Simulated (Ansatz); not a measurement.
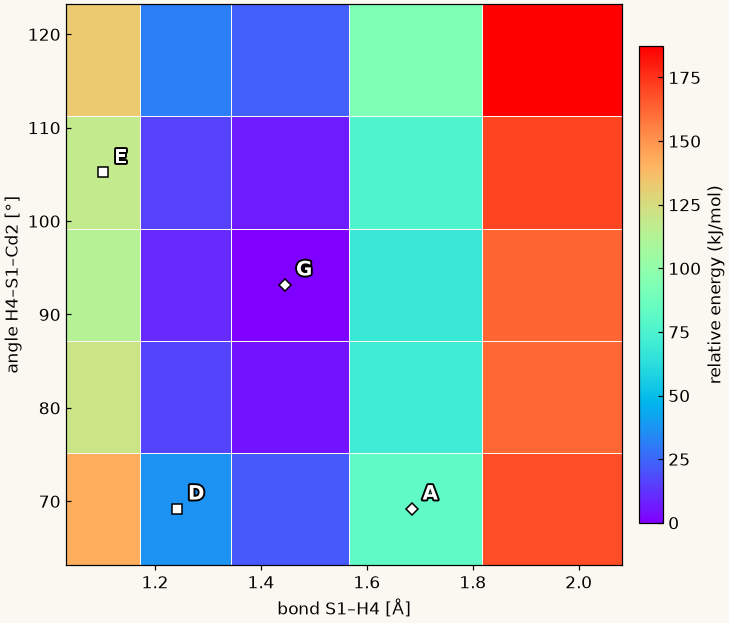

CdClHS, SMILES [SH][Cd][Cl]. 
- Two internal coordinates are moved rigidly from the geometry relaxed at PBE0-D4/def2-TZVP, all others fixed.
- First axis: bond S1–H4. Second axis: angle H4–S1–Cd2.
- Grid: 5 × 5 points.
- Points are written as (first, second).
- All energies are given in kJ/mol relative to the lowest grid point.
- All numbers below come from Ansatz, RKS PBE-D4/def2-TZVPP.

In the figure: one coloured cell a grid point, lettered points.

Is D the lowest point of the computed grid?

Answer. No. D lies 37 kJ/mol above the lowest grid point, which is at (1.446 Å, 93.2°).

Rank the lettered points by energy, lowest first.

Answer. G (0 kJ/mol), D (37 kJ/mol), A (82 kJ/mol), E (118 kJ/mol).
